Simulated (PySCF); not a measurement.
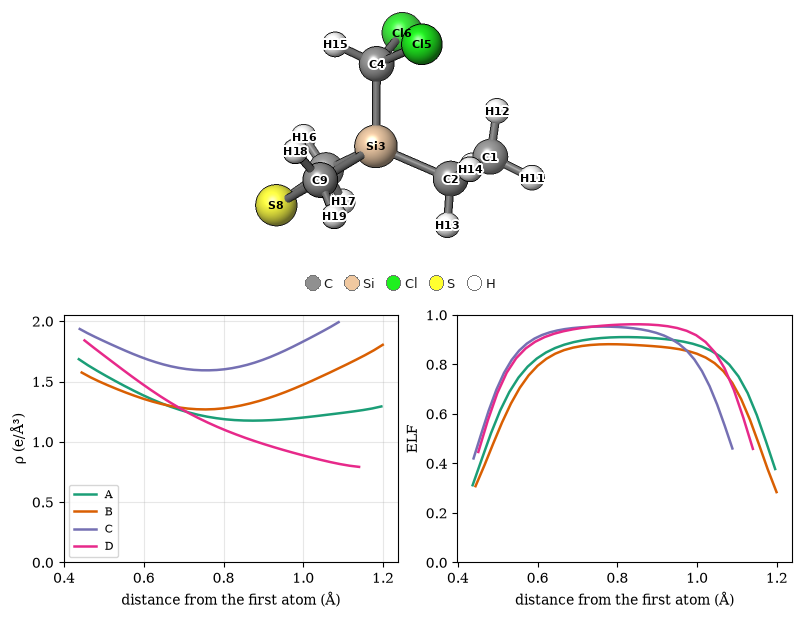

C$_{5}$H$_{10}$Cl$_{2}$SSi. Total electron density and ELF along straight lines between neighbouring atoms. The curves leave out the atomic cores. The structure is drawn too.

Geometry: GFN2-xTB.

Computed with PBE0/pcSseg-1, SCF density, gas phase, non-relativistic (PySCF 2.14.0).

```yaml
atoms:
  - { symbol: C, position_ang: [2.4055, 0.1629, 0.2531] }
  - { symbol: C, position_ang: [1.1922, -0.5378, 0.8620] }
  - { symbol: Si, position_ang: [-0.4512, -0.0803, 0.0259] }
  - { symbol: C, position_ang: [-0.8275, 1.8129, 0.1148] }
  - { symbol: Cl, position_ang: [-0.5519, 2.3816, 1.7751] }
  - { symbol: Cl, position_ang: [0.2354, 2.6902, -1.0092] }
  - { symbol: C, position_ang: [-0.7826, -0.7585, -1.7325] }
  - { symbol: S, position_ang: [-2.1816, -1.8062, -1.1510] }
  - { symbol: C, position_ang: [-1.9768, -1.1158, 0.5417] }
  - { symbol: H, position_ang: [2.4930, -0.0636, -0.8064] }
  - { symbol: H, position_ang: [3.3179, -0.1609, 0.7492] }
  - { symbol: H, position_ang: [2.3226, 1.2396, 0.3653] }
  - { symbol: H, position_ang: [1.3342, -1.6181, 0.7988] }
  - { symbol: H, position_ang: [1.1349, -0.2914, 1.9233] }
  - { symbol: H, position_ang: [-1.8479, 2.0939, -0.1439] }
  - { symbol: H, position_ang: [-1.1325, -0.0547, -2.4828] }
  - { symbol: H, position_ang: [-0.0126, -1.3858, -2.1711] }
  - { symbol: H, position_ang: [-2.8744, -0.5772, 0.8313] }
  - { symbol: H, position_ang: [-1.8067, -1.9214, 1.2488] }
```

> Which curve belongs to which contact (C–C, C–Cl, C–S and C–Si)? The first atom named is at distance zero.

Curve A: C–S (1.84 Å): ρ at the midpoint is about 1.2 e/Å³; the ELF peaks at about 0.90 between the atoms; localised, covalent bonding. Curve B: C–Cl (1.78 Å): the density is about 1.3 e/Å³ at the midpoint; the ELF peaks at about 0.90 between the atoms; a shared electron pair. Curve C: C–C (1.53 Å): the density is about 1.6 e/Å³ at the midpoint; the ELF peaks at about 0.95 between the atoms (a shared electron pair). Curve D: C–Si (1.90 Å): ρ at the midpoint is about 0.93 e/Å³; the ELF peaks at about 0.95 between the atoms; a covalent bond.
